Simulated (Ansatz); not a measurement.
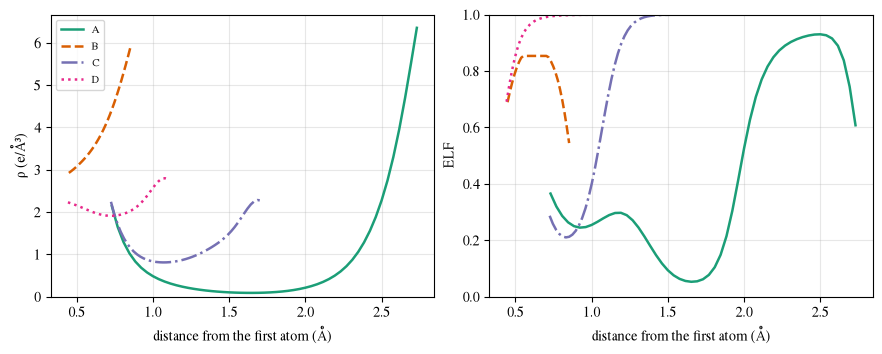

CH₂O···H₃Sb. Electron density and electron localisation function along straight lines between neighbouring atoms. The curves leave out the atomic cores.

Geometry: rigid move from PBE0-D4/def2-TZVP; core potentials replace the inner electrons of Sb.

Method: RKS PBE0-D4/def2-TZVPPD in Ansatz 0.2.0.

```yaml
atoms:
  - { symbol: C, position_ang: [0.0102, 0.4785, -1.8569] }
  - { symbol: O, position_ang: [0.2011, 1.3108, -1.0178] }
  - { symbol: H, position_ang: [-0.3268, -0.5444, -1.5983] }
  - { symbol: H, position_ang: [0.1612, 0.6916, -2.9328] }
  - { symbol: Sb, position_ang: [-0.2294, 0.2356, 1.8327] }
  - { symbol: H, position_ang: [1.3457, -0.1711, 1.3193] }
  - { symbol: H, position_ang: [-0.9350, -0.7873, 0.6581] }
  - { symbol: H, position_ang: [-0.2231, -1.0498, 2.9693] }
```

Q: Which curve belongs to which contact (C–H, C–O, Sb–H and Sb–O)? The first atom named is at distance zero.

A: Curve A: Sb5···O2 (3.08 Å): the density falls to about 0.09 e/Å³ on the way; the ELF dips to about 0.05 between them. Curve B: C–O (1.20 Å): ρ at the midpoint is about 3.5 e/Å³; the ELF peaks at about 0.85 between the atoms; a multiple bond. Curve C: Sb–H (1.71 Å): ρ is about 1.1 e/Å³ halfway; the ELF climbs to about 1 towards the hydrogen. Curve D: C–H (1.11 Å): ρ is about 2.1 e/Å³ halfway; the ELF climbs to about 1 towards the hydrogen: a covalent bond by its length.
